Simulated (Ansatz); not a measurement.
**C2H4ClI (1-chloro-2-iodoethane) at CCSD/def2-SVP (core potential)**

What is the vertical singlet–triplet gap of C2H4ClI (1-chloro-2-iodoethane) at CCSD/def2-SVP (core potential)? 

The results are computed with Ansatz 0.2.0.

18 further runs of the same task are left out: 18 set aside as unsound or not needed.

### Step 1. Starting point

C2H4ClI: 8 atoms, total charge 0, spin state singlet. As SMILES, `ClCCI`. Geometry: relaxed at PBE0-D4/def2-TZVP. This is one conformer, not always the lowest.

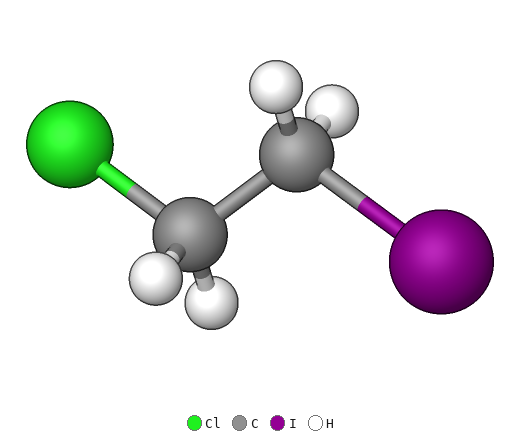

The structure, seen from a chosen angle (chlorine green, carbon grey, iodine purple, hydrogen white).

### Step 2. A single-point energy at CCSD/def2-SVP (core potential)

job.yaml reads:

```yaml
basis:
  gaussian:
    orbitals: def2-SVP
crystal:
  periodic: [false, false, false]
  atoms:
    - {symbol: Cl, position_ang: [2.022830, -0.799650, -0.333200]}
    - {symbol: C, position_ang: [0.692220, 0.332980, 0.047660]}
    - {symbol: C, position_ang: [-0.618920, -0.390790, -0.067420]}
    - {symbol: I, position_ang: [-2.222210, 0.956660, 0.386880]}
    - {symbol: H, position_ang: [0.864230, 0.703020, 1.056620]}
    - {symbol: H, position_ang: [0.762530, 1.159680, -0.656710]}
    - {symbol: H, position_ang: [-0.699330, -1.210000, 0.642460]}
    - {symbol: H, position_ang: [-0.801350, -0.751900, -1.076290]}
correlation:
  method: ccsd
  frozen_orbitals: {C: 1, Cl: 5, H: 0, I: 4}
accuracy: high
scf:
  omitted_lower_state_checks: [cluster_reference, increment]
```

On the command line:

```
$ ansatz run job.yaml --threads 1 --pin off --max-ram 2610MiB --events-out events.jsonl --progress --plain --runs-dir runs
```

Output, cut to the lines that bear on the results:

```text
Warning: RAYON_NUM_THREADS=1 ignored (pool sized by the plan → 1); use --threads N
Functional definition: HF
  name "HF"
[...]
2195 factors; integrals over basis functions are off by at most 4.0e-9 eV
[...]
mean field -22694.55367037 eV, -834.0094644649 hartree, gradient 1.5e-8 eV, S^2 0.000000; 0 other end points of the search recorded, 0 dependent functions left out
11 core orbitals not correlated: weight in the atoms' cores, before any rotation towards them, 1.000 or more for the frozen orbitals, at most 0.000 for the correlated occupied ones
reference -22694.55367037 eV, -834.0094644649 hartree; 18, 18 occupied and 63, 63 virtual orbitals, 2195 factors
second order -14.67623919 eV of doubles, -0.00000000 eV of singles
cycle   1  -15.40283022 eV  change   -7.3e-1 eV  update   8.1e-2
[...]
cycle  20  -15.83519607 eV  change    2.8e-9 eV  update   3.2e-9
Total energy: -22710.38886644 eV, -834.5913971871 hartree
Checks for a lower state left out: cluster_reference, increment
```

Run time: 32 s. Hardware: 1 thread of Arm Neoverse V1, shared host; peak memory 0.61 GiB.

### Step 3. The triplet at the same level

input.yaml reads:

```yaml
crystal:
  periodic: [false, false, false]
  atoms:
    - {symbol: Cl, position_ang: [2.022830, -0.799650, -0.333200]}
    - {symbol: C, position_ang: [0.692220, 0.332980, 0.047660]}
    - {symbol: C, position_ang: [-0.618920, -0.390790, -0.067420]}
    - {symbol: I, position_ang: [-2.222210, 0.956660, 0.386880]}
    - {symbol: H, position_ang: [0.864230, 0.703020, 1.056620]}
    - {symbol: H, position_ang: [0.762530, 1.159680, -0.656710]}
    - {symbol: H, position_ang: [-0.699330, -1.210000, 0.642460]}
    - {symbol: H, position_ang: [-0.801350, -0.751900, -1.076290]}
basis:
  gaussian: {orbitals: def2-SVP}
magnetization: {spin_polarized: true, initial_magnetization: 2}
correlation: {method: ccsd, frozen_orbitals: {C: 1, Cl: 5, H: 0, I: 4}}
accuracy: high
scf: {omitted_lower_state_checks: [cluster_reference, increment]}
```

On the command line:

```
$ ansatz run input.yaml --threads 1 --pin off --max-ram 2610MiB --events-out events.jsonl --progress --plain --runs-dir runs
```

Output, cut to the lines that bear on the results:

```text
Warning: RAYON_NUM_THREADS=1 ignored (pool sized by the plan → 1); use --threads N
[... 2 set-up lines as earlier in the session ...]
[...]
2195 factors; integrals over basis functions are off by at most 4.0e-9 eV
[...]
mean field -22690.22828009 eV, -833.8505093041 hartree, gradient 7.5e-8 eV, S^2 2.018979; 8 other end points of the search recorded, 0 dependent functions left out
11 core orbitals not correlated: weight in the atoms' cores, before any rotation towards them, 1.000 or more for the frozen orbitals, at most 0.000 for the correlated occupied ones
reference -22690.22828009 eV, -833.8505093041 hartree; 19, 17 occupied and 62, 64 virtual orbitals, 2195 factors
second order -14.15812924 eV of doubles, -0.00000000 eV of singles
cycle   1  -14.99896515 eV  change   -8.4e-1 eV  update   8.2e-2
[...]
cycle  23  -15.44355406 eV  change   1.1e-10 eV  update   2.3e-9
Total energy: -22705.67183415 eV, -834.4180494478 hartree
Checks for a lower state left out: cluster_reference, increment
```

It took 2.4 min on 1 thread of Arm Neoverse V1, shared host; peak memory 1.2 GiB.

### Step 4. Outcome

At CCSD/def2-SVP (core potential), 11 core orbitals frozen:

| quantity | value |
| --- | --- |
| singlet: total energy | -834.59140 Eh |
| singlet: correlation energy (11 core orbitals frozen) | -581.9 mEh |
| singlet: T1 diagnostic | 0.008 |
| triplet: total energy | -834.41805 Eh |
| triplet: correlation energy (11 core orbitals frozen) | -567.5 mEh |
| triplet: ⟨S²⟩ of the reference determinant | 2.019 |
| triplet: T1 diagnostic | 0.010 |
| vertical energy of the triplet above the singlet | 4.717 eV |

At this shape the triplet lies 4.72 eV (455 kJ/mol) above the singlet.
